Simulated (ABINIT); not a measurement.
## Ba2TaBiO6 (R-3): one start, several treatments of the self-energy

Aim: compare treatments of exchange, screening and correlation for the gap of Ba2TaBiO6 (R-3).

Main program and level: ABINIT 10.8.3; LDA and many-body steps on it, plane waves.

## (1) The structure

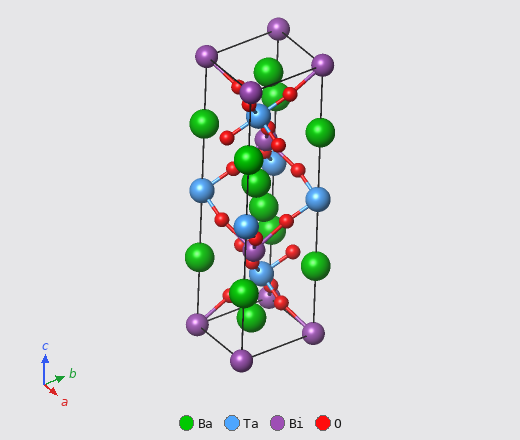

The starting structure, seen slightly off an axis (barium green, tantalum blue, bismuth purple, oxygen red). This picture shows the conventional cell, with its axes. Bonds to atoms that aren't drawn are left out. Some periodic images of atoms are drawn too.

The cell and positions are those that the Materials Project relaxed with its own functionals (PBE, PBE+U or r2SCAN), kept fixed. Spin-orbit coupling is left out unless a step names it.

## (2) Empty states on the mesh, 2×2×2 mesh, 293 bands

This step: ABINIT 10.8.3; DFT, LDA, plane waves, norm-conserving pseudopotentials.

The sums over transitions need many empty states on a uniform mesh; this step solves for them.

The input, run.abi:

```
acell 3*1.0 Angstrom
rprim 
  3.075626834241 1.775713980676 4.956223105800
  -3.075626834241 1.775713980676 4.956223105800
  0.000000000000 -3.551427961352 4.956223105800
ntypat 4
znucl 56 73 83 8
natom 10
typat 1 1 2 3 4 4 4 4 4 4
xred 
  0.748816000000 0.748816000000 0.748816000000
  0.251184000000 0.251184000000 0.251184000000
  0.500000000000 0.500000000000 0.500000000000
  0.000000000000 -0.000000000000 0.000000000000
  0.725510000000 0.218856000000 0.322035000000
  0.218856000000 0.322035000000 0.725510000000
  0.322035000000 0.725510000000 0.218856000000
  0.274490000000 0.781144000000 0.677965000000
  0.677965000000 0.274490000000 0.781144000000
  0.781144000000 0.677965000000 0.274490000000
pp_dirpath "pseudos"
pseudos "Ba.upf, Ta.upf, Bi.upf, O.upf"
ecut 36
ngkpt 2 2 2
nshiftk 1
shiftk 0 0 0
kptopt 1
chksymbreak 0
iscf -2
irdden 1
istwfk *1
nband 293
nbdbuf 26
tolwfr 1e-09
nstep 60
prtvol 0
indata_prefix "in"
outdata_prefix "out"
tmpdata_prefix "tmp"
```

The run is started by

```sh
$ OMP_NUM_THREADS=1 mpirun -n 8 abinit run.abi > log
```

Numbers of over 12 decimals in the logs are rounded to 6 here.

Output:

```text
.Version 10.8.3 of ABINIT. v10.8.2 released Aug 2026.

 Symmetries : space group R-3 (#148); Bravais hR (rhombohedral)
[... echo of the input left out ...]
== DATASET  1 ==================================================================
-   mpi_nproc: 8, omp_nthreads: 1 (-1 if OMP is not activated)
-    --> not optimal distribution: autoparal keyword recommended in input file <--

--- !DatasetInfo
iteration_state: {dtset: 1, }
dimensions: {natom: 10, nkpt: 4, mband: 293, nsppol: 1, nspinor: 1, nspden: 1, mpw: 11312, }
cutoff_energies: {ecut:  36.0, pawecutdg:  -1.0, }
[...]
2.57267    2.57267    2.58102    2.58795    2.58870    2.58870    2.60847    2.62449
   2.62461    2.63130    2.63130    2.63600    2.63600    2.66230    2.66713    2.67890
   2.67896    2.69597    2.69661    2.69814    2.69950
 prteigrs : prtvol=0 or 1, do not print more k-points.

== END DATASET(S) ==============================================================
================================================================================

 -outvars: echo values of variables after computation  --------
            nband         293
             nkpt           4
          spgroup         148
 [... the other variables as echoed above ...]

 Calculation completed.
```

Wall time 3 min (8 MPI ranks of Arm Neoverse V2, shared host); peak memory 0.91 GiB; 24 min of CPU time.

This step gave:

```yaml
gap: 2.566 eV
k_of_the_valence_top: 0.5, 0.5, 0.5
k_of_the_conduction_bottom: 0.5, 0, 0
least_direct_gap: 2.595 eV
k_points_computed: 4
lowest_point_of_the_top_converged_band_above_the_valence_top: 63.1277 eV
```

On this mesh the gap is 2.566 eV.

The density comes from a self-consistent run that is not shown.

## (3) Screening, 2×2×2 mesh, 267 bands, screening to 152.4 eV

The RPA dielectric matrix is built and inverted for each q.

This step: RPA screening on LDA, plane waves, norm-conserving pseudopotentials.

run.abi, as its differences from that of step 2:

```diff
@@ -28,10 +28,11 @@
 chksymbreak 0
-iscf -2
-irdden 1
 istwfk *1
-nband 293
-nbdbuf 26
-tolwfr 1e-09
-nstep 60
-prtvol 0
+occopt 1
+irdwfk 1
+optdriver 3
+nband 267
+ecuteps 5.6
+inclvkb 2
+awtr 1
+symchi 1
 indata_prefix "in"
```

Output:

```text
.Version 10.8.3 of ABINIT. v10.8.2 released Aug 2026.

 Symmetries : space group R-3 (#148); Bravais hR (rhombohedral)
[... echo of the input left out ...]
== DATASET  1 ==================================================================
-   mpi_nproc: 8, omp_nthreads: 1 (-1 if OMP is not activated)

--- !DatasetInfo
iteration_state: {dtset: 1, }
dimensions: {natom: 10, nkpt: 4, mband: 267, nsppol: 1, nspinor: 1, nspden: 1, mpw: 11312, }
cutoff_energies: {ecut:  36.0, pawecutdg:  -1.0, }
electrons: {nelect:   8.40000000E+01, charge:   0.00000000E+00, occopt:   1.00000000E+00, tsmear:   1.00000000E-02, }

 SCREENING: Calculation of the susceptibility and dielectric matrices

 Based on a program developped by R.W. Godby, V. Olevano, G. Onida, and L. Reining.
 Incorporated in ABINIT by V. Olevano, G.-M. Rignanese, and M. Torrent.
.Using double precision arithmetic ; gwpc =  8

[... cell and pseudopotentials left out ...]
--------------------------------------------------------------------------------

 ==== K-mesh for the wavefunctions ====
 Number of points in the irreducible wedge :     4
[... list of points left out ...]
 Together with  6 symmetry operations and time-reversal symmetry
 yields     8 points in the full Brillouin Zone.

 ==== Q-mesh for the screening function ====
 Number of points in the irreducible wedge :     4
[... list of points left out ...]
 Together with  6 symmetry operations and time-reversal symmetry
 yields     8 points in the full Brillouin Zone.

 setmesh: FFT mesh size selected  =    45x   45x   45
          total number of points  =        91125

 vcoul_init : cutoff-mode = AUXILIARY_FUNCTION
 q-points for optical limit:   1
     1)      0.000010    0.000020    0.000030

- screening: taking advantage of time-reversal symmetry
- Maximum band index for partially occupied states nbvw = 42
- Remaining bands to be divided among processors   nbcw = 225
- Number of bands treated by each node ~28

 Number of electrons calculated from density =   84.0000; Expected =   84.0000
 average of density, n =  0.076643
 r_s =    1.4604
 omega_plasma =   26.7050 [eV]

 calculating chi0 at frequencies [eV] :
  1    0.000000E+00    0.000000E+00
  2    0.000000E+00    2.670500E+01

--------------------------------------------------------------------------------
  q-point number  1        q = ( 0.000000, 0.000000, 0.000000) [r.l.u.]
--------------------------------------------------------------------------------
[... chi0 elements left out ...]
 For q-point:  0.000010 0.000020 0.000030
  dielectric constant =   6.5523
  dielectric constant without local fields =   7.1906

  Average fulfillment of the sum rule on Im[epsilon] for q-point    1 :     74.46  [%]
[... wings left out ...]
  q-point number  2        q = ( 0.500000, 0.000000, 0.000000) [r.l.u.]
--------------------------------------------------------------------------------
[... chi0 elements left out ...]
  Average fulfillment of the sum rule on Im[epsilon] for q-point    2 :     80.64  [%]

 [... 2 further q-points ...]
```

It took 1.9 min on 8 MPI ranks; peak memory 5.9 GiB.

Numbers from this step:

```yaml
eps_infinity_with_local_fields_on_this_mesh_along_the_program_s_q_direction: 6.552
the_same_without_local_fields: 7.191
plasma_frequency: 26.70 eV
plane_waves_in_the_screening_matrix: 711
```

Local fields lower ε∞ by 9 %. On a Γ-centred mesh this coarse the value itself is usually too large, while a short band sum pulls it down.

## (4) G0W0, Godby-Needs plasmon pole

The self-energy is evaluated for the states that the input lists, and the levels follow from it, in one-shot runs by the linearised quasiparticle equation.

This step: G0W0 on LDA, plane waves, norm-conserving pseudopotentials.

run.abi, as its differences from that of step 3:

```diff
@@ -31,8 +31,19 @@
 irdwfk 1
-optdriver 3
+optdriver 4
 nband 267
+gwcalctyp 0
+ecutsigx 36
+symsigma 1
+nkptgw 3
+kptgw 
+  0.5000000000 0.5000000000 0.5000000000
+  0.5000000000 0.0000000000 0.0000000000
+  0.0000000000 0.0000000000 0.0000000000
+bdgw 
+  41 45
+  41 44
+  40 44
 ecuteps 5.6
-inclvkb 2
-awtr 1
-symchi 1
+irdscr 1
+ppmodel 1
 indata_prefix "in"
```

Output:

```text
.Version 10.8.3 of ABINIT. v10.8.2 released Aug 2026.

 Symmetries : space group R-3 (#148); Bravais hR (rhombohedral)
[... echo of the input left out ...]
== DATASET  1 ==================================================================
-   mpi_nproc: 8, omp_nthreads: 1 (-1 if OMP is not activated)

--- !DatasetInfo
iteration_state: {dtset: 1, }
dimensions: {natom: 10, nkpt: 4, mband: 267, nsppol: 1, nspinor: 1, nspden: 1, mpw: 11312, }
cutoff_energies: {ecut:  36.0, pawecutdg:  -1.0, }
electrons: {nelect:   8.40000000E+01, charge:   0.00000000E+00, occopt:   1.00000000E+00, tsmear:   1.00000000E-02, }

 SIGMA: Calculation of the GW corrections

 Based on a program developped by R.W. Godby, V. Olevano, G. Onida, and L. Reining.
 Incorporated in ABINIT by V. Olevano, G.-M. Rignanese, and M. Torrent.
.Using double precision arithmetic ; gwpc =  8

[... cell and pseudopotentials left out ...]
--------------------------------------------------------------------------------

 ==== K-mesh for the wavefunctions ====
 Number of points in the irreducible wedge :     4
[... list of points left out ...]
 Together with  6 symmetry operations and time-reversal symmetry
 yields     8 points in the full Brillouin Zone.

 ==== Q-mesh for screening function ====
 Number of points in the irreducible wedge :     4
[... list of points left out ...]
 Together with  6 symmetry operations and time-reversal symmetry
 yields     8 points in the full Brillouin Zone.

 vcoul_init : cutoff-mode = AUXILIARY_FUNCTION
 q-points for optical limit:   1
     1)      0.000010    0.000020    0.000030
 setmesh: FFT mesh size selected  =    64x   64x   64
          total number of points  =       262144

 Number of electrons calculated from density =   84.0000; Expected =   84.0000
 average of density, n =  0.076643
 r_s =    1.4604
 omega_plasma =   26.7050 [eV]

 === KS Band Gaps ===
  >>>> For spin  1
   Minimum direct gap =   2.5944 [eV], located at k-point      :   0.5000  0.0000  0.0000
   Fundamental gap    =   2.5660 [eV], Top of valence bands at :   0.5000  0.5000  0.5000
                                       Bottom of conduction at :   0.5000  0.0000  0.0000
 SIGMA fundamental parameters:
 PLASMON POLE MODEL  1
 number of plane-waves for SigmaX                11299
 number of plane-waves for SigmaC and W            711
 number of plane-waves for wavefunctions         11299
 number of bands                                   267
 number of independent spin polarizations            1
 number of spinorial components                      1
 number of k-points in IBZ                           4
 number of q-points in IBZ                           4
 number of symmetry operations                       6
 number of k-points in BZ                            8
 number of q-points in BZ                            8
 number of frequencies for dSigma/dE                 9
 frequency step for dSigma/dE [eV]                0.25
 number of omega for Sigma on real axis              0
 max omega for Sigma on real axis  [eV]           0.00
 zcut for avoiding poles [eV]                     0.10

 EPSILON^-1 parameters (SCR file):
 dimension of the eps^-1 matrix on file            711
 dimension of the eps^-1 matrix used               711
 number of plane-waves for wavefunctions         11299
 number of bands                                   267
 number of q-points in IBZ                           4
 number of frequencies                               2
 number of real frequencies                          1
 number of imag frequencies                          1

 matrix elements of self-energy operator (all in [eV])

 Perturbative Calculation

--- !SelfEnergy_ee
iteration_state: {dtset: 1, }
kpoint     : [   0.500,    0.500,    0.500, ]
spin       : 1
KS_gap     :    2.705
QP_gap     :    3.766
Delta_QP_KS:    1.062
data: !SigmaeeData |
     Band     E0 <VxcDFT>   SigX SigC(E0)      Z dSigC/dE  Sig(E)    E-E0       E
       41   4.319 -18.520 -23.380   4.820   0.764  -0.308 -18.550  -0.030   4.289
       42   5.829 -19.904 -23.138   3.383   0.784  -0.275 -19.787   0.117   5.946
       43   8.534 -14.126  -9.278  -3.416   0.823  -0.215 -12.948   1.179   9.713
       44   8.985 -14.588  -9.738  -3.364   0.822  -0.217 -13.367   1.221  10.206
       45   8.985 -14.588  -9.738  -3.364   0.822  -0.217 -13.367   1.221  10.206

--- !SelfEnergy_ee
iteration_state: {dtset: 1, }
kpoint     : [   0.500,    0.000,    0.000, ]
spin       : 1
KS_gap     :    2.594
QP_gap     :    3.664
Delta_QP_KS:    1.069
data: !SigmaeeData |
     Band     E0 <VxcDFT>   SigX SigC(E0)      Z dSigC/dE  Sig(E)    E-E0       E
       41   4.596 -18.752 -23.459   4.719   0.765  -0.307 -18.743   0.010   4.606
[...]
--- !SelfEnergy_ee
iteration_state: {dtset: 1, }
kpoint     : [   0.000,    0.000,    0.000, ]
spin       : 1
KS_gap     :    3.957
QP_gap     :    4.845
Delta_QP_KS:    0.888
data: !SigmaeeData |
     Band     E0 <VxcDFT>   SigX SigC(E0)      Z dSigC/dE  Sig(E)    E-E0       E
[...]
42   5.059 -19.192 -23.294   4.203   0.771  -0.298 -19.114   0.077   5.136
       43   9.016 -13.028  -8.888  -2.974   0.828  -0.208 -12.062   0.966   9.982
       44   9.195 -15.313  -9.486  -3.918   0.813  -0.230 -13.762   1.551  10.746

== END DATASET(S) ==============================================================
================================================================================

 -outvars: echo values of variables after computation  --------
           etotal      0.0000000000E+00
            nband         267
             nkpt           4
          spgroup         148
 [... the other variables as echoed above ...]

 Calculation completed.
```

Elapsed: 52 s, on 8 MPI ranks; peak memory 3.7 GiB; 6.9 min of CPU time.

This step gave:

```
G0W0 gap on the points computed              : 3.628 eV
starting gap on the mesh                     : 2.566 eV
k of the valence top                         : 0.5, 0.5, 0.5
k of the conduction bottom                   : 0.5, 0, 0
Z at the valence top                         : 0.784
Z at the conduction bottom                   : 0.825
least direct G0W0 gap on the computed points : 3.663 eV
```

The gap on the mesh goes from 2.57 eV to 3.63 eV, a correction of +1.06 eV.

## (5) G0W0, Hybertsen-Louie plasmon pole

run.abi, as its differences from that of step 4:

```diff
@@ -47,3 +47,3 @@
 irdscr 1
-ppmodel 1
+ppmodel 2
 indata_prefix "in"
```

Output:

```text
.Version 10.8.3 of ABINIT. v10.8.2 released Aug 2026.

 Symmetries : space group R-3 (#148); Bravais hR (rhombohedral)
[... echo of the input left out ...]
== DATASET  1 ==================================================================
-   mpi_nproc: 8, omp_nthreads: 1 (-1 if OMP is not activated)

--- !DatasetInfo
iteration_state: {dtset: 1, }
dimensions: {natom: 10, nkpt: 4, mband: 267, nsppol: 1, nspinor: 1, nspden: 1, mpw: 11312, }
cutoff_energies: {ecut:  36.0, pawecutdg:  -1.0, }
electrons: {nelect:   8.40000000E+01, charge:   0.00000000E+00, occopt:   1.00000000E+00, tsmear:   1.00000000E-02, }

 SIGMA: Calculation of the GW corrections

 Based on a program developped by R.W. Godby, V. Olevano, G. Onida, and L. Reining.
 Incorporated in ABINIT by V. Olevano, G.-M. Rignanese, and M. Torrent.
.Using double precision arithmetic ; gwpc =  8

[... cell and pseudopotentials left out ...]
--------------------------------------------------------------------------------

 ==== K-mesh for the wavefunctions ====
 Number of points in the irreducible wedge :     4
[... list of points left out ...]
 Together with  6 symmetry operations and time-reversal symmetry
 yields     8 points in the full Brillouin Zone.

 ==== Q-mesh for screening function ====
 Number of points in the irreducible wedge :     4
[... list of points left out ...]
 Together with  6 symmetry operations and time-reversal symmetry
 yields     8 points in the full Brillouin Zone.

 vcoul_init : cutoff-mode = AUXILIARY_FUNCTION
 q-points for optical limit:   1
     1)      0.000010    0.000020    0.000030
 setmesh: FFT mesh size selected  =    64x   64x   64
          total number of points  =       262144

 Number of electrons calculated from density =   84.0000; Expected =   84.0000
[...]
number of plane-waves for wavefunctions         11299
 number of bands                                   267
 number of q-points in IBZ                           4
 number of frequencies                               2
 number of real frequencies                          1
 number of imag frequencies                          1

 matrix elements of self-energy operator (all in [eV])

 Perturbative Calculation

--- !SelfEnergy_ee
iteration_state: {dtset: 1, }
kpoint     : [   0.500,    0.500,    0.500, ]
spin       : 1
KS_gap     :    2.705
QP_gap     :    3.946
Delta_QP_KS:    1.241
data: !SigmaeeData |
     Band     E0 <VxcDFT>   SigX SigC(E0)      Z dSigC/dE  Sig(E)    E-E0       E
       41   4.319 -18.520 -23.380   4.236   0.829  -0.207 -19.038  -0.517   3.802
       42   5.829 -19.904 -23.138   3.067   0.840  -0.190 -20.044  -0.140   5.689
       43   8.534 -14.126  -9.278  -3.573   0.863  -0.158 -13.025   1.101   9.635
[...]
--- !SelfEnergy_ee
iteration_state: {dtset: 1, }
kpoint     : [   0.500,    0.000,    0.000, ]
spin       : 1
KS_gap     :    2.594
QP_gap     :    3.830
Delta_QP_KS:    1.235
data: !SigmaeeData |
     Band     E0 <VxcDFT>   SigX SigC(E0)      Z dSigC/dE  Sig(E)    E-E0       E
[...]
--- !SelfEnergy_ee
iteration_state: {dtset: 1, }
kpoint     : [   0.000,    0.000,    0.000, ]
spin       : 1
KS_gap     :    3.957
QP_gap     :    5.091
Delta_QP_KS:    1.134
data: !SigmaeeData |
     Band     E0 <VxcDFT>   SigX SigC(E0)      Z dSigC/dE  Sig(E)    E-E0       E
[...]
43   9.016 -13.028  -8.888  -3.215   0.864  -0.157 -12.228   0.800   9.816
       44   9.195 -15.313  -9.486  -3.983   0.860  -0.162 -13.727   1.586  10.781

== END DATASET(S) ==============================================================
================================================================================

 -outvars: echo values of variables after computation  --------
           etotal      0.0000000000E+00
            nband         267
             nkpt           4
          spgroup         148
 [... the other variables as echoed above ...]

 Calculation completed.
```

Run time: 50 s. Hardware: 8 MPI ranks; peak memory 3.5 GiB.

This step gave:

```yaml
g0w0_gap_on_the_points_computed: 3.797 eV
starting_gap_on_the_mesh: 2.566 eV
k_of_the_valence_top: 0.5, 0.5, 0.5
k_of_the_conduction_bottom: 0.5, 0, 0
z_at_the_valence_top: 0.84
z_at_the_conduction_bottom: 0.864
least_direct_g0w0_gap_on_the_computed_points: 3.830 eV
```

Against G0W0 in ABINIT (2×2×2 mesh, 267 bands, screening to 152.4 eV, Godby-Needs plasmon pole), the gap moves by +0.169 eV.

## (6) G0W0, von der Linden-Horsch plasmon pole

run.abi, as its differences from that of step 5:

```diff
@@ -47,3 +47,3 @@
 irdscr 1
-ppmodel 2
+ppmodel 3
 indata_prefix "in"
```

Output:

```text
.Version 10.8.3 of ABINIT. v10.8.2 released Aug 2026.

 Symmetries : space group R-3 (#148); Bravais hR (rhombohedral)
[... echo of the input left out ...]
== DATASET  1 ==================================================================
-   mpi_nproc: 8, omp_nthreads: 1 (-1 if OMP is not activated)

--- !DatasetInfo
iteration_state: {dtset: 1, }
dimensions: {natom: 10, nkpt: 4, mband: 267, nsppol: 1, nspinor: 1, nspden: 1, mpw: 11312, }
cutoff_energies: {ecut:  36.0, pawecutdg:  -1.0, }
[...]
Band     E0 <VxcDFT>   SigX SigC(E0)      Z dSigC/dE  Sig(E)    E-E0       E
[...]
43   9.016 -13.028  -8.888  -3.207   0.877  -0.141 -12.210   0.818   9.834
       44   9.195 -15.313  -9.486  -4.124   0.867  -0.154 -13.838   1.475  10.670

== END DATASET(S) ==============================================================
================================================================================

 -outvars: echo values of variables after computation  --------
           etotal      0.0000000000E+00
            nband         267
             nkpt           4
          spgroup         148
 [... the other variables as echoed above ...]

 Calculation completed.
```

Elapsed: 25 s, on 8 MPI ranks; peak memory 3.2 GiB; 3.3 min of CPU time.

This step gave:

* G0W0 gap on the points computed: 3.601 eV
* starting gap on the mesh: 2.566 eV
* k of the valence top: 0.5, 0.5, 0.5
* k of the conduction bottom: 0.5, 0, 0
* least direct G0W0 gap on the computed points: 3.637 eV

Against G0W0 in ABINIT (2×2×2 mesh, 267 bands, screening to 152.4 eV, Godby-Needs plasmon pole), the gap moves by −0.027 eV.

(Part 1 of 3 ends here.)

[Paths, hosts, dates, memory and timing lines, banners, echoed tables and standing remarks are left out of the program output.]

[Logs are printed without paths, hosts, clocks, repeated set-up lines and the standing remarks that a program may print on its own settings, such as how far it seeks lower states.]

[Runs of the session that timed out or met a known fault of the program may be left out.]

[Hosts, paths, dates, database ids (printed as entryN), source tags and the programs' standing remarks are cut or masked in the printed files.]

[G0W0 gaps are taken among the corrected bands and points alone; a level outside them can change the order at an edge.]

[Where Ansatz stands beside ABINIT at settings called matched, ABINIT's density can come from a denser mesh and the files from another edition; pairs whose starting gaps differed by over 0.03 eV were left out, so agreement reads better than it is.]
